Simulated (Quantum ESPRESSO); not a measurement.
# CoH: parallel and opposed starts

Does CoH prefer parallel or opposed moments, or none?

Calculated with Quantum ESPRESSO 7.5; PBEsol; plane waves with GBRV 1.5 PBEsol potentials, no spin-orbit coupling.

## Step 1: The starting structure

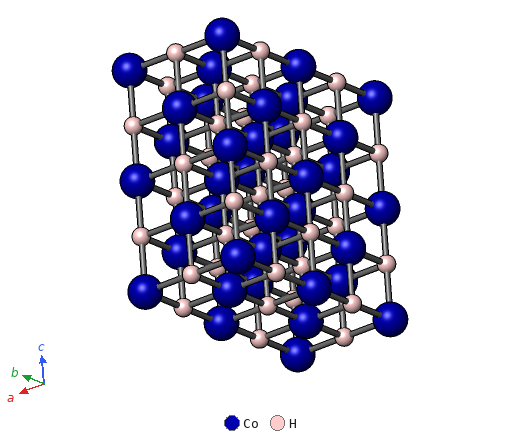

The cell as given, from a free direction (cobalt blue, hydrogen pink). 1×2×2 cells are drawn. This picture shows the conventional cell, with its axes. Some periodic images of atoms are drawn too.

The cell comes from Materials Project 2023-11-01, a database of computed structures, and need not be the stable phase.

## Step 2: Run 1, typed as ferro +

The signs are those of the starting moments on the seeded atoms, the atoms that are given a moment.

File pw.in:

```
&CONTROL
  calculation = 'scf'
  prefix = 'pwscf'
  outdir = './tmp'
  pseudo_dir = './pseudo'
  disk_io = 'nowf'
/
&SYSTEM
  ibrav = 0
  celldm(1) = 8
  nat = 2
  ntyp = 2
  ecutwfc = 40
  ecutrho = 280
  nbnd = 16
  occupations = 'smearing'
  smearing = 'fd'
  degauss = 0.00999582
  nspin = 2
  starting_magnetization(1) = 0.1176
  starting_magnetization(2) = 0
/
&ELECTRONS
  conv_thr = 4d-09
  electron_maxstep = 150
  mixing_beta = 0.3
/
ATOMIC_SPECIES
Co     58.9332 co_pbesol_v1.2.uspp.F.UPF
H       1.0080 h_pbesol_v1.4.uspp.F.UPF
CELL_PARAMETERS alat
   0.0000000000000    0.4353366112590    0.4353366112590
   0.4353366112590    0.0000000000000    0.4353366112590
   0.4353366112590    0.4353366112590    0.0000000000000
ATOMIC_POSITIONS crystal
Co      0.0000000000    0.0000000000    0.0000000000
H       0.5000000000    0.5000000000    0.5000000000
K_POINTS automatic
12 12 12 0 0 0
```

Started as:

```bash
$ OMP_NUM_THREADS=1 mpirun -n 2 pw.x -nk 2 -in pw.in > pw.out
```

Log:

```text
Program PWSCF v.7.5 starts

     Message from routine setup:
     using ibrav=0 with symmetry is DISCOURAGED, use correct ibrav instead

     K-points division:     npool     =       2
     Subspace diagonalization in iterative solution of the eigenvalue problem:

     G-vector sticks info
     --------------------
     sticks:   dense  smooth     PW     G-vecs:    dense   smooth      PW
     Sum         475     265     91                 6735     2891     609

     Using Slab Decomposition

     bravais-lattice index     =            0
     lattice parameter (alat)  =       8.0000  a.u.
     unit-cell volume          =      84.4842 (a.u.)^3
     number of atoms/cell      =            2
     number of atomic types    =            2
     number of electrons       =        18.00
     number of Kohn-Sham states=           16
     kinetic-energy cutoff     =      40.0000  Ry
     charge density cutoff     =     280.0000  Ry
     scf convergence threshold =      4.0E-09
     mixing beta               =       0.3000
     number of iterations used =            8  plain     mixing
     Exchange-correlation= SLA  PW   PSX  PSC
                           (   1   4  10   8   0   0   0)

     celldm(1)=   8.000000  celldm(2)=   0.000000  celldm(3)=   0.000000
     celldm(4)=   0.000000  celldm(5)=   0.000000  celldm(6)=   0.000000

     crystal axes: (cart. coord. in units of alat)
               a(1) = (   0.000000   0.435337   0.435337 )
               a(2) = (   0.435337   0.000000   0.435337 )
               a(3) = (   0.435337   0.435337   0.000000 )

     reciprocal axes: (cart. coord. in units 2 pi/alat)
               b(1) = ( -1.148537  1.148537  1.148537 )
               b(2) = (  1.148537 -1.148537  1.148537 )
               b(3) = (  1.148537  1.148537 -1.148537 )

     PseudoPot. # 1 for Co read from file:
     co_pbesol_v1.2.uspp.F.UPF
     Pseudo is Ultrasoft + core correction, Zval = 17.0
     Generated by new atomic code, or converted to UPF format
     Using radial grid of  863 points,  6 beta functions with:
                l(1) =   0
                l(2) =   0
                l(3) =   1
                l(4) =   1
                l(5) =   2
                l(6) =   2
     Q(r) pseudized with  8 coefficients,  rinner =    1.200   1.200   1.200
                                                       1.200   1.200

     PseudoPot. # 2 for H  read from file:
     h_pbesol_v1.4.uspp.F.UPF
     Pseudo is Ultrasoft, Zval =  1.0
     Generated by new atomic code, or converted to UPF format
     Using radial grid of  615 points,  2 beta functions with:
                l(1) =   0
                l(2) =   0
     Q(r) pseudized with  8 coefficients,  rinner =    0.700

     atomic species   valence    mass     pseudopotential
     Co               17.00    58.93320     Co( 1.00)
     H                 1.00     1.00800     H ( 1.00)

     Starting magnetic structure
     atomic species   magnetization
     Co              0.118
     H               0.000

     48 Sym. Ops., with inversion, found

   Cartesian axes

     site n.     atom                  positions (alat units)
         1        Co     tau(   1) = (   0.0000000   0.0000000   0.0000000  )
         2        H      tau(   2) = (   0.4353366   0.4353366   0.4353366  )

     number of k points=    72  Fermi-Dirac smearing, width (Ry)=  0.0100
                       cart. coord. in units 2pi/alat
        k(    1) = (   0.0000000   0.0000000   0.0000000), wk =   0.0005787
        k(    2) = (   0.0957114   0.0957114  -0.0957114), wk =   0.0046296
        k(    3) = (   0.1914228   0.1914228  -0.1914228), wk =   0.0046296
        k(    4) = (   0.2871341   0.2871341  -0.2871341), wk =   0.0046296
        k(    5) = (   0.3828455   0.3828455  -0.3828455), wk =   0.0046296
        [... 67 further k-points ...]

     Dense  grid:     6735 G-vectors     FFT dimensions: (  27,  27,  27)

     Smooth grid:     2891 G-vectors     FFT dimensions: (  20,  20,  20)

     Check: negative core charge=   -0.000051
     Generating pointlists ...
     new r_m :   0.1796 (alat units)  1.4366 (a.u.) for type    1
     new r_m :   0.1796 (alat units)  1.4366 (a.u.) for type    2

     Initial potential from superposition of free atoms

     starting charge      17.0000, renormalised to      18.0000
     Starting wfcs are   14 randomized atomic wfcs +    2 random wfcs

     Self-consistent Calculation

     iteration #  1     ecut=    40.00 Ry     beta= 0.30
     Davidson diagonalization with overlap
     ethr =  1.00E-02,  avg # of iterations =  4.4

     total energy              =    -297.38162872 Ry
     estimated scf accuracy    <       8.12979297 Ry

     total magnetization       =     1.22 Bohr mag/cell
     absolute magnetization    =     1.27 Bohr mag/cell

     iteration #  2     ecut=    40.00 Ry     beta= 0.30
     Davidson diagonalization with overlap
     ethr =  1.00E-02,  avg # of iterations =  2.1

     total energy              =    -299.28924479 Ry
     estimated scf accuracy    <       0.87751238 Ry

     total magnetization       =     1.14 Bohr mag/cell
     absolute magnetization    =     1.24 Bohr mag/cell

     iteration #  3     ecut=    40.00 Ry     beta= 0.30
     Davidson diagonalization with overlap
     ethr =  4.88E-03,  avg # of iterations =  1.1

     total energy              =    -299.43001862 Ry
     estimated scf accuracy    <       0.00224599 Ry

     total magnetization       =     1.34 Bohr mag/cell
     absolute magnetization    =     1.45 Bohr mag/cell

     [... further iterations left out ...]

     iteration #  9     ecut=    40.00 Ry     beta= 0.30
     Davidson diagonalization with overlap
     ethr =  6.43E-08,  avg # of iterations =  1.5

     total energy              =    -299.43144734 Ry
     estimated scf accuracy    <       0.00000105 Ry

     total magnetization       =     1.20 Bohr mag/cell
     absolute magnetization    =     1.33 Bohr mag/cell

     iteration # 10     ecut=    40.00 Ry     beta= 0.30
     Davidson diagonalization with overlap
     ethr =  5.84E-09,  avg # of iterations =  1.5

     total energy              =    -299.43144778 Ry
     estimated scf accuracy    <       0.00000039 Ry

     total magnetization       =     1.20 Bohr mag/cell
     absolute magnetization    =     1.33 Bohr mag/cell

     iteration # 11     ecut=    40.00 Ry     beta= 0.30
     Davidson diagonalization with overlap
     ethr =  2.15E-09,  avg # of iterations =  1.5

     total energy              =    -299.43144796 Ry
     estimated scf accuracy    <       0.00000003 Ry

     total magnetization       =     1.20 Bohr mag/cell
     absolute magnetization    =     1.33 Bohr mag/cell

     iteration # 12     ecut=    40.00 Ry     beta= 0.30
     Davidson diagonalization with overlap
     ethr =  1.43E-10,  avg # of iterations =  1.5

     Magnetic moment per site  (integrated on atomic sphere of radius R)
     atom   1 (R=0.180)  charge= 13.9828  magn=  1.1918
     atom   2 (R=0.180)  charge=  1.1613  magn= -0.0228

     End of self-consistent calculation

     Number of k-points >= 100: set verbosity='high' to print the bands.

     the Fermi energy is    17.4664 ev

!    total energy              =    -299.43144798 Ry
     estimated scf accuracy    <          1.6E-09 Ry
     smearing contrib. (-TS)   =      -0.00594118 Ry
     internal energy E=F+TS    =    -299.42550680 Ry

     The total energy is F=E-TS. E is the sum of the following terms:
     one-electron contribution =    -162.21863507 Ry
     hartree contribution      =      92.13814798 Ry
     xc contribution           =     -33.13752127 Ry
     ewald contribution        =    -196.20749844 Ry

     total magnetization       =     1.20 Bohr mag/cell
     absolute magnetization    =     1.33 Bohr mag/cell

     convergence has been achieved in  12 iterations

=------------------------------------------------------------------------------=
   JOB DONE.
=------------------------------------------------------------------------------=
```

It took 5.2 s on 2 MPI ranks of Intel Xeon Platinum 8488C (Sapphire Rapids), shared host; peak memory 0.15 GiB; 10 s of CPU time.

Spin moment in the atom's sphere by atom:

```
atom  spin moment in the atom's sphere (μB)
 Co1                                   1.19
  H2                                  -0.02
```

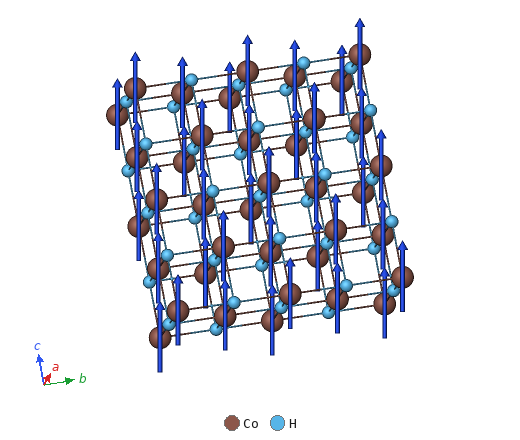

Spin moment in the atom's sphere as arrows, the longest 1.19 μB. Up and down stand for the sign. Arrows give size and sign along the axis of quantisation, drawn up and down the page. 1×2×2 conventional cells are drawn. Some periodic images of atoms are drawn too.

Numbers from this step:

- smearing term TS: 0.08083 eV
- magnetization: 1.195 μB
- absolute magnetization: 1.326 μB
- final state: ferromagnetic

## Step 3: Run 2, typed as antiferro q=(0,0,1/2) +−

The cell is doubled to 4 atoms to hold this order. The wavevector q is in fractions of the reciprocal vectors of the crystal's primitive cell, as the cells of these inputs are built from it; moments change sign between cells as cos(2π q·R).

File pw.in:

```
&CONTROL
  calculation = 'scf'
  prefix = 'pwscf'
  outdir = './tmp'
  pseudo_dir = './pseudo'
  disk_io = 'nowf'
/
&SYSTEM
  ibrav = 0
  celldm(1) = 8
  nat = 4
  ntyp = 3
  ecutwfc = 40
  ecutrho = 280
  nbnd = 26
  occupations = 'smearing'
  smearing = 'fd'
  degauss = 0.00999582
  nspin = 2
  starting_magnetization(1) = 0.1176
  starting_magnetization(2) = -0.1176
  starting_magnetization(3) = 0
/
&ELECTRONS
  conv_thr = 8d-09
  electron_maxstep = 150
  mixing_beta = 0.3
/
ATOMIC_SPECIES
Co1    58.9332 co_pbesol_v1.2.uspp.F.UPF
Co2    58.9332 co_pbesol_v1.2.uspp.F.UPF
H       1.0080 h_pbesol_v1.4.uspp.F.UPF
CELL_PARAMETERS alat
   0.0000000000000    0.4353366112590    0.4353366112590
   0.4353366112590    0.0000000000000    0.4353366112590
   0.8706732225180    0.8706732225180    0.0000000000000
ATOMIC_POSITIONS crystal
Co1     0.0000000000    0.0000000000    0.0000000000
Co2     0.0000000000    0.0000000000    0.5000000000
H       0.5000000000    0.5000000000    0.2500000000
H       0.5000000000    0.5000000000    0.7500000000
K_POINTS automatic
12 12 6 0 0 0
```

Log:

```text
[banner, memory and clock lines left out]
Program PWSCF v.7.5 starts

     Message from routine setup:
     using ibrav=0 with symmetry is DISCOURAGED, use correct ibrav instead

     bravais-lattice index     =            0
     lattice parameter (alat)  =       8.0000  a.u.
     unit-cell volume          =     168.9684 (a.u.)^3
     number of atoms/cell      =            4
     number of atomic types    =            3
     number of electrons       =        36.00
     number of Kohn-Sham states=           26
     kinetic-energy cutoff     =      40.0000  Ry
     charge density cutoff     =     280.0000  Ry
     scf convergence threshold =      8.0E-09
     mixing beta               =       0.3000
     number of iterations used =            8  plain     mixing
     Exchange-correlation= SLA  PW   PSX  PSC
                           (   1   4  10   8   0   0   0)

     celldm(1)=   8.000000  celldm(2)=   0.000000  celldm(3)=   0.000000
     celldm(4)=   0.000000  celldm(5)=   0.000000  celldm(6)=   0.000000

     crystal axes: (cart. coord. in units of alat)
               a(1) = (   0.000000   0.435337   0.435337 )
               a(2) = (   0.435337   0.000000   0.435337 )
               a(3) = (   0.870673   0.870673   0.000000 )

     reciprocal axes: (cart. coord. in units 2 pi/alat)
               b(1) = ( -1.148537  1.148537  1.148537 )
               b(2) = (  1.148537 -1.148537  1.148537 )
               b(3) = (  0.574268  0.574268 -0.574268 )

     PseudoPot. # 1 for Co read from file:
     co_pbesol_v1.2.uspp.F.UPF
     Pseudo is Ultrasoft + core correction, Zval = 17.0

     PseudoPot. # 2 for Co read from file:
     co_pbesol_v1.2.uspp.F.UPF
     Pseudo is Ultrasoft + core correction, Zval = 17.0

     PseudoPot. # 3 for H  read from file:
     h_pbesol_v1.4.uspp.F.UPF
     Pseudo is Ultrasoft, Zval =  1.0

     atomic species   valence    mass     pseudopotential
     Co1              17.00    58.93320     Co( 1.00)
     Co2              17.00    58.93320     Co( 1.00)
     H                 1.00     1.00800     H ( 1.00)

     Starting magnetic structure
     atomic species   magnetization
     Co1             0.118
     Co2            -0.118
     H               0.000

     12 Sym. Ops., with inversion, found

   Cartesian axes

     site n.     atom                  positions (alat units)
         1        Co1    tau(   1) = (   0.0000000   0.0000000   0.0000000  )
         2        Co2    tau(   2) = (   0.4353366   0.4353366   0.0000000  )
         3        H      tau(   3) = (   0.4353366   0.4353366   0.4353366  )
         4        H      tau(   4) = (   0.8706732   0.8706732   0.4353366  )

     number of k points=    98  Fermi-Dirac smearing, width (Ry)=  0.0100
                       cart. coord. in units 2pi/alat
        k(    1) = (   0.0000000   0.0000000   0.0000000), wk =   0.0011574
        k(    2) = (   0.0957114   0.0957114  -0.0957114), wk =   0.0023148
        k(    3) = (   0.1914228   0.1914228  -0.1914228), wk =   0.0023148
        k(    4) = (  -0.2871341  -0.2871341   0.2871341), wk =   0.0011574
        k(    5) = (   0.0957114  -0.0957114   0.0957114), wk =   0.0069444
        [... 93 further k-points ...]

     Dense  grid:    13393 G-vectors     FFT dimensions: (  27,  27,  54)

     Smooth grid:     5775 G-vectors     FFT dimensions: (  20,  20,  40)

     Check: negative core charge=   -0.000051
     Generating pointlists ...
     new r_m :   0.1796 (alat units)  1.4366 (a.u.) for type    1
     new r_m :   0.1796 (alat units)  1.4366 (a.u.) for type    2
     new r_m :   0.1796 (alat units)  1.4366 (a.u.) for type    3

     Initial potential from superposition of free atoms

     starting charge      34.0000, renormalised to      36.0000
     Starting wfcs are   28 randomized atomic wfcs

     Self-consistent Calculation

     iteration #  1     ecut=    40.00 Ry     beta= 0.30
     Davidson diagonalization with overlap
     ethr =  1.00E-02,  avg # of iterations =  2.8

     total energy              =    -594.93360023 Ry
     estimated scf accuracy    <      15.87136730 Ry

     total magnetization       =     0.00 Bohr mag/cell
     absolute magnetization    =     2.31 Bohr mag/cell

     iteration #  2     ecut=    40.00 Ry     beta= 0.30
     Davidson diagonalization with overlap
     ethr =  1.00E-02,  avg # of iterations =  2.8

     total energy              =    -598.58935492 Ry
     estimated scf accuracy    <       1.57527437 Ry

     total magnetization       =    -0.00 Bohr mag/cell
     absolute magnetization    =     2.40 Bohr mag/cell

     [... further iterations left out ...]

     iteration # 26     ecut=    40.00 Ry     beta= 0.30
     Davidson diagonalization with overlap
     ethr =  8.77E-11,  avg # of iterations =  1.0

     total energy              =    -598.84814143 Ry
     estimated scf accuracy    <       0.00000008 Ry

     total magnetization       =     0.00 Bohr mag/cell
     absolute magnetization    =     1.59 Bohr mag/cell

     iteration # 27     ecut=    40.00 Ry     beta= 0.30
     Davidson diagonalization with overlap
     ethr =  8.77E-11,  avg # of iterations =  2.0

     Magnetic moment per site  (integrated on atomic sphere of radius R)
     atom   1 (R=0.180)  charge= 13.9872  magn=  0.7146
     atom   2 (R=0.180)  charge= 13.9871  magn= -0.7139
     atom   3 (R=0.180)  charge=  1.1576  magn= -0.0000
     atom   4 (R=0.180)  charge=  1.1576  magn= -0.0000

     End of self-consistent calculation

     Number of k-points >= 100: set verbosity='high' to print the bands.

     the Fermi energy is    17.2889 ev

!    total energy              =    -598.84814156 Ry
     estimated scf accuracy    <          4.7E-09 Ry
     smearing contrib. (-TS)   =      -0.02046783 Ry
     internal energy E=F+TS    =    -598.82767373 Ry

     The total energy is F=E-TS. E is the sum of the following terms:
     one-electron contribution =    -324.51224991 Ry
     hartree contribution      =     184.33056146 Ry
     xc contribution           =     -66.23098841 Ry
     ewald contribution        =    -392.41499688 Ry

     total magnetization       =     0.00 Bohr mag/cell
     absolute magnetization    =     1.59 Bohr mag/cell

     convergence has been achieved in  27 iterations
```

Elapsed: 38 s, on 2 MPI ranks; peak memory 0.23 GiB; 75 s of CPU time.

Spin moment in the atom's sphere by atom:

```
atom  spin moment in the atom's sphere (μB)
 Co1                                  0.715
 Co2                                 -0.714
  H3                                  0.000
  H4                                  0.000
```

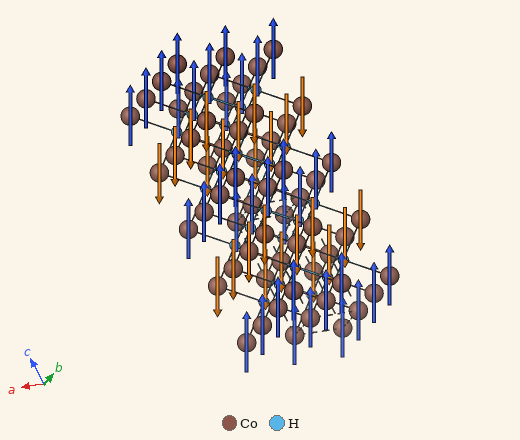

Spin moment in the atom's sphere as arrows, the longest 0.715 μB. Up and down stand for the sign. Arrows give size and sign along the axis of quantisation, drawn up and down the page. The two directions have two colours. Bonds to atoms that aren't drawn are left out. 2×3×2 cells are drawn. Some periodic images of atoms are drawn too.

Read from the output:

```yaml
smearing_term_ts: 0.2785 eV
magnetization: 0 μB
absolute_magnetization: 1.591 μB
final_state: antiferromagnetic
```

(Part 1 of 2 ends here.)

[Logs and program files are shortened in this print: banners, set-up blocks, solver, clock and traceback lines can be left out without a mark of their own.]

[Logs are printed without paths, hosts, clocks, repeated set-up lines and the standing remarks that a program may print on its own settings, such as how far it seeks lower states.]

[Hosts, paths, dates, database ids (printed as entryN), source tags and the programs' standing remarks are cut or masked in the printed files.]

[Where a cell is said to come from a database of computed structures, the database is the Materials Project.]
